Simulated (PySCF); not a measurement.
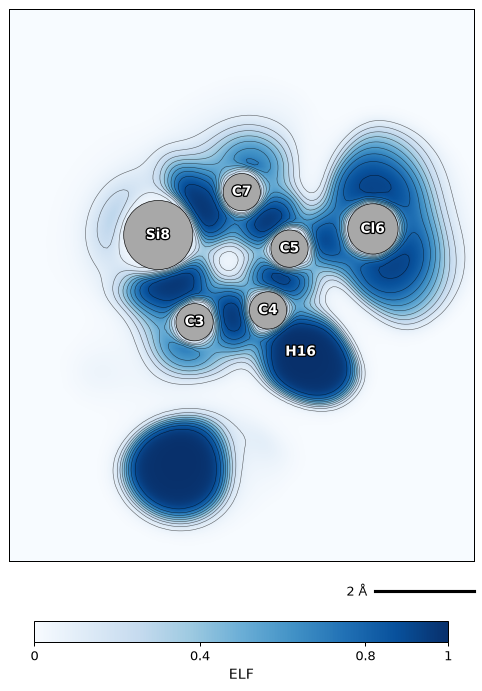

*C₆H₁₀ClFSi. ELF on the plane of atoms C3, C4 and H16. Grey discs cover the atomic cores.*

Geometry: GFN2-xTB.

Computed with PySCF, PBE0/pcSseg-1, SCF density, gas phase, non-relativistic.

The calculation's input:

```
{"job": {"kind": "nmr", "xc": "PBE0", "basis": "pcSseg-1"}, "charge": 0, "multiplicity": 1}
C      2.548592     0.015090    -0.773560
C      1.349894     0.763388    -0.203176
C      0.351699    -0.157592     0.517832
C     -0.341430    -1.093602    -0.436566
C     -1.660822    -1.035734    -0.525047
Cl    -2.567592    -2.052992    -1.597548
C     -2.441127    -0.078847     0.321780
Si    -1.091947     0.784968     1.344622
F     -1.038705     2.361769     0.982834
H      3.062046    -0.537943     0.010687
H      2.242101    -0.684930    -1.546314
H      3.254004     0.715905    -1.214421
H      0.831833     1.291446    -1.005361
H      1.704322     1.512454     0.508168
H      0.920485    -0.758341     1.234923
H      0.246273    -1.777150    -1.027371
H     -3.172282    -0.623360     0.918924
H     -3.006374     0.608299    -0.309786
H     -1.200775     0.756423     2.791920
```

Command:

```sh
OMP_NUM_THREADS=1 python probes_run.py task.json out
```

**What do the fields say about this system?**

- The plane passes through C, Cl, Si and H nuclei.
- C–C (1.32 Å): the ELF peaks at about 0.95 between the atoms (a multiple bond).
- C–Cl (1.73 Å): the ELF peaks at about 0.90 between the atoms; a covalent bond.
- C–Si (1.90 Å): the ELF peaks at about 0.95 between the atoms, as expected for a covalent bond.
- C–H (1.08 Å): the ELF climbs to about 1 towards the hydrogen, as it does in any bond to H; an ordinary covalent bond to hydrogen.
- C–C (1.50 Å): the ELF peaks at about 0.95 between the atoms, as expected for a covalent bond.
- The ELF also peaks beside Cl6, away from the bonds: lone-pair regions.
